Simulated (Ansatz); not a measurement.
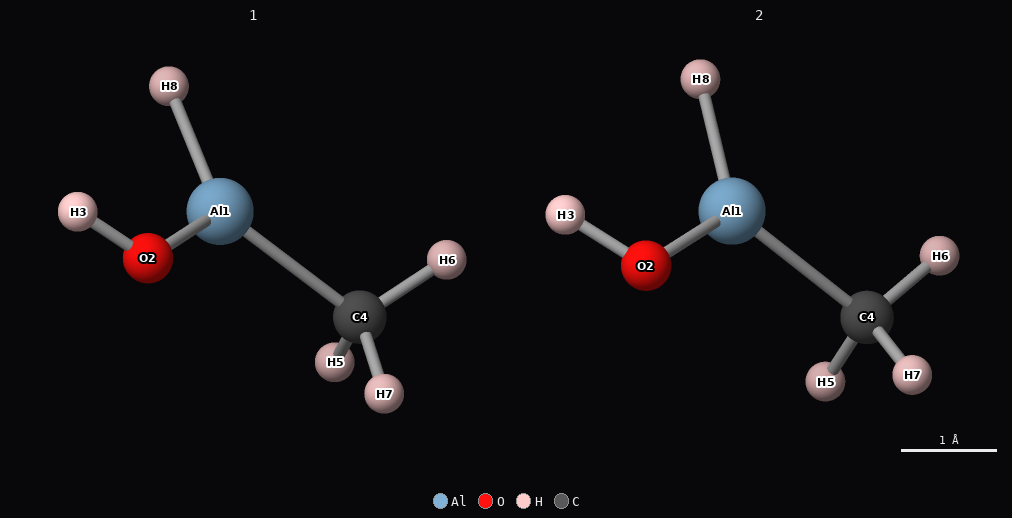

Two geometries of CH5AlO, drawn at one scale. One is the start of a relaxation, the other its converged end. The picture is a ball-and-stick view, seen from a free direction.

Computed with RKS PBE/def2-SVP in Ansatz 0.2.0. (no spin polarisation; force threshold 0.02 eV/Å; at most 40 steps)

> Which of the two is the end point?

Structure 1 is the relaxed one. The run prepares the start of a later molecular dynamics calculation, from a guessed geometry. The largest moves after the best rigid fit, 0.35 Å, are those of H6 and H8. By element the largest moves are H 0.35 Å, O 0.13 Å, Al 0.12 Å, C 0.03 Å. Near-neighbour distances that change, for instance: Al1–O2 1.780 → 1.727 Å, Al1–H8 1.560 → 1.605 Å, O2–H3 1.010 → 0.970 Å, Al1–C4 1.970 → 1.955 Å. Bond angles that change, for instance: Al1–O2–H3 109.5° → 122.5°, C4–Al1–H8 120.0° → 124.5°, O2–Al1–C4 120.0° → 116.8°. Groups turn about Al1–C4 by about 25°. After 10 accepted moves (12 points after the start) the energy has fallen by 0.133 eV. Largest force component: 1.5 eV/Å at the start, 0.016 eV/Å at the end. The line search rejected the trial steps at points 1, 11 of the run. The forces were under the threshold at step 5, but the run went on from there.
